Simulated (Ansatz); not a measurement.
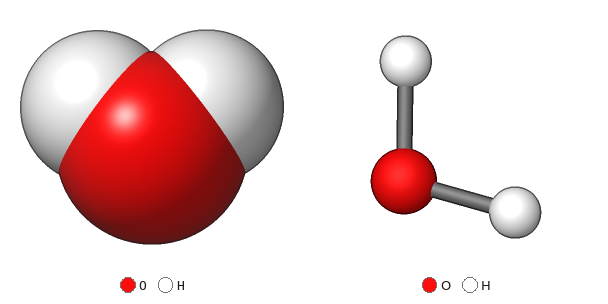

The same structure drawn twice, from different directions.

What does the picture show?

It has 3 atoms: 2 hydrogen and 1 oxygen (H₂O). The point group is C2v. Coordination: 1 O bent.

More results for the same structure follow; atom numbers are the same in all pictures, views and colours differ. The geometry was computed by an optimisation with PBE0-D4/def2-TZVP.

### Shape

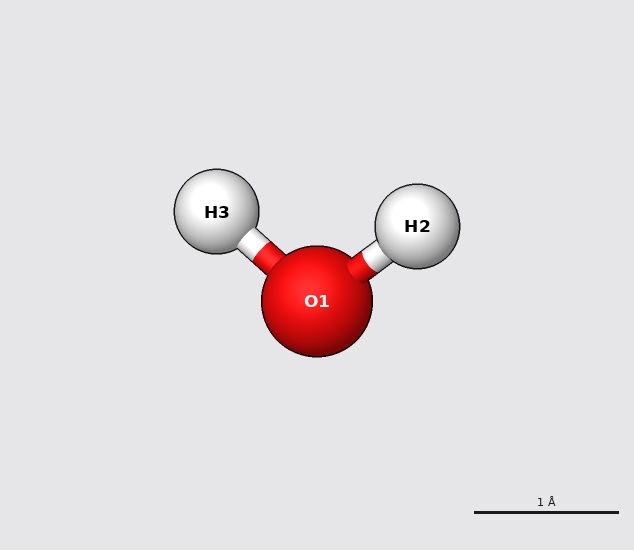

The atoms are numbered.

What are the angles H2–O1–H3?

```json
{"angle": "H2–O1–H3", "degrees": "105.1"}
```

### Dipole moment

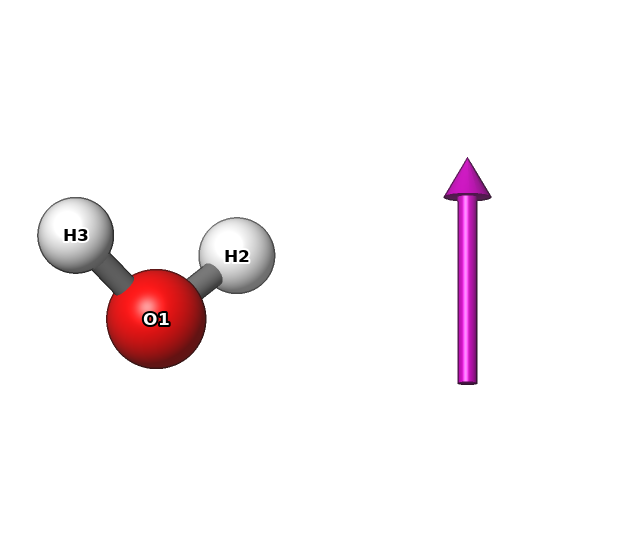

The arrow beside the molecule shows the direction of the dipole moment, from the negative to the positive end (its length means nothing). Properties computed with RKS PBE0-D4/def2-TZVP (Ansatz 0.2.0).

**How large is the dipole moment?**

2.07 D; it points from the side of O1 to the side of H2, H3 (the outermost atoms at the two ends).

### Charges

The questions are on Mulliken charges. Level of theory: RKS PBE0-D4/def2-TZVP (Ansatz 0.2.0).

Give the Mulliken charges atom by atom.

```json
{"atom": "O1", "value (e)": "−0.65"}
{"atom": "H2", "value (e)": "0.32"}
{"atom": "H3", "value (e)": "0.32"}
```

### Electronic properties

Level of theory: RKS PBE0-D4/def2-TZVPP (Ansatz 0.2.0).

**Estimate the HOMO energy (Kohn–Sham orbital).**

−8.90 eV.

**Estimate the HOMO–LUMO gap.**

9.75 eV.

### Vibrations

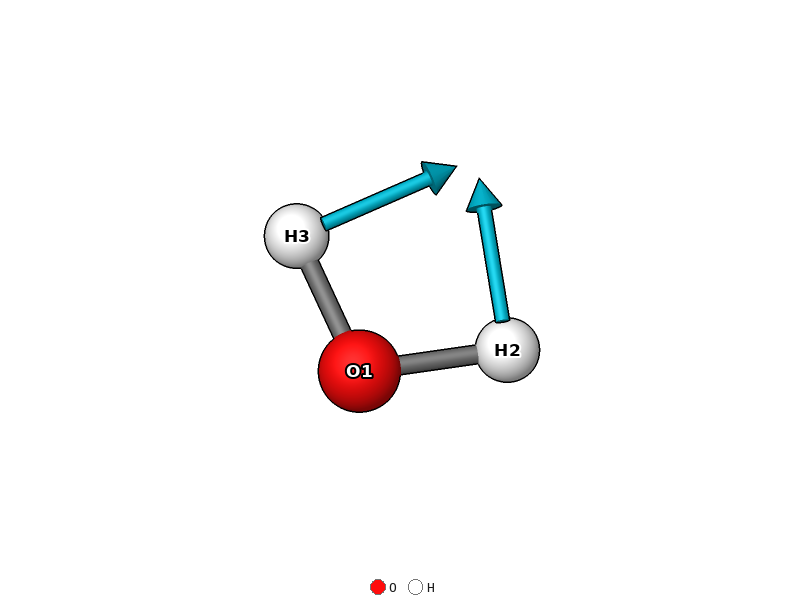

The arrows show one normal mode. Harmonic vibrations computed with RKS PBE0-D4/def2-TZVP (Ansatz 0.2.0) at a stationary point of the same level.

**Describe the motion.**

Mostly H–O–H bending.

**Estimate its harmonic wavenumber.**

1623 cm⁻¹; it is mode 1 of 3 counted from the lowest.

Mulliken values depend strongly on the basis set and can even reverse the polarity of a bond.
